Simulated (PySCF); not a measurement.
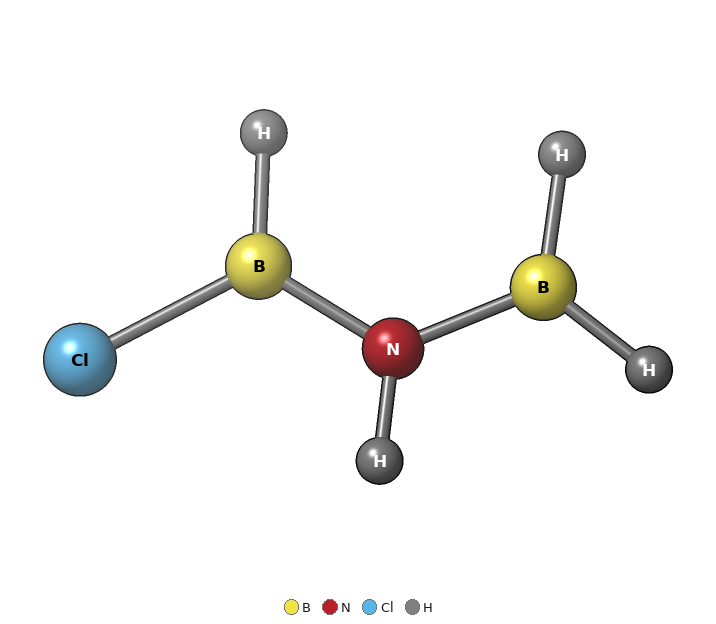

Orthographic view. Distant atoms are faded towards the background colour. The computed structure is the end point of a PBE0-D3(BJ)/def2-SVP optimisation. No frequency run is at hand to confirm it as a minimum.

> Give the standard InChI.

InChI=1S/B2ClH4N/c1-4-2-3/h2,4H,1H2
